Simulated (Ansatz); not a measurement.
```yaml
atoms:
  - { symbol: C, position_ang: [-1.6023, 0.7160, 0.3211] }
  - { symbol: C, position_ang: [-0.3707, 0.7488, -0.1965] }
  - { symbol: Cl, position_ang: [0.4073, 2.2672, -0.5457] }
  - { symbol: Si, position_ang: [0.6526, -0.7787, -0.5867] }
  - { symbol: S, position_ang: [2.4890, -0.8084, 0.5141] }
  - { symbol: H, position_ang: [-2.1701, 1.6264, 0.5348] }
  - { symbol: H, position_ang: [-2.0742, -0.2464, 0.5400] }
  - { symbol: H, position_ang: [-0.2079, -1.9619, -0.2871] }
  - { symbol: H, position_ang: [1.0749, -0.7676, -2.0137] }
  - { symbol: H, position_ang: [1.8845, -0.8466, 1.7227] }
```

Computed with RKS PBE0-D4/def2-SVP in Ansatz.

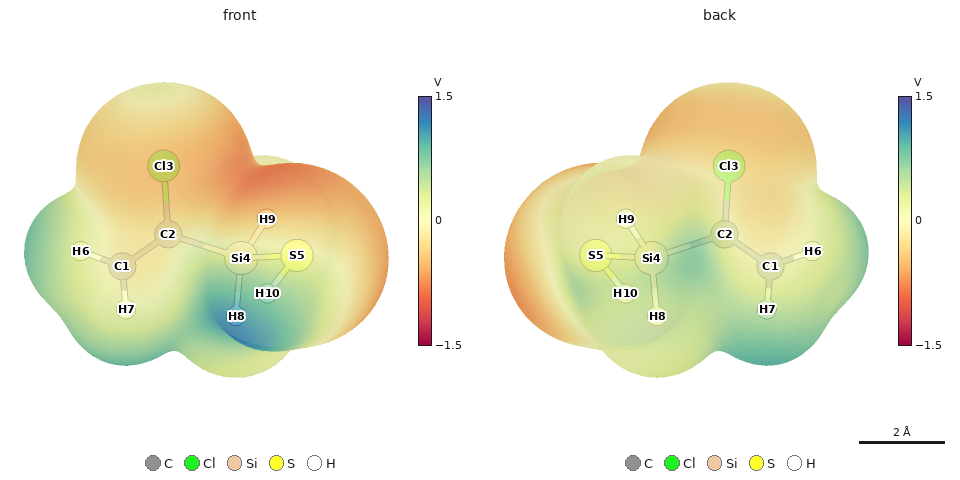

C$_{2}$H$_{5}$ClSSi. The molecular electrostatic potential painted on the density surface at 0.001 e/bohr³, seen from the front and from behind; the colour scale runs from red (negative) to blue (positive).

Q: Where is the surface potential most negative and most positive?

A: The most negative region (about −0.9 V) lies over Cl3 and S5, the most positive (about +1.2 V) over H10.
